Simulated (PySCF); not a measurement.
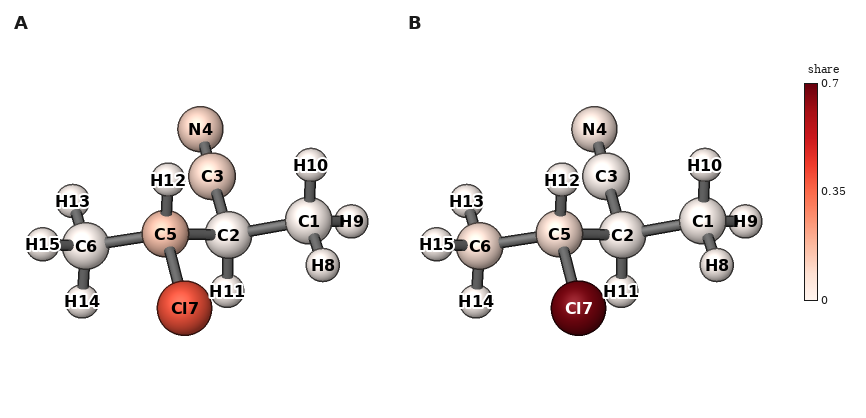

Each panel colours the atoms by their Löwdin share in one orbital (up to four of the largest shares; other atoms are shown as zero). The computed structure is the end point of a GFN2-xTB optimisation. No frequency run is at hand to confirm it as a minimum. Computed with CAM-B3LYP/def2-SVPD (PySCF 2.14.0).

Question: The panels show the HOMO, LUMO, in some order. Which is which?

Answer: A: LUMO, 0.88 eV; Cl7 0.39, C5 0.15, N4 0.11, C3 0.10
B: HOMO, −10.24 eV; Cl7 0.67, C5 0.08, C6 0.07, N4 0.04
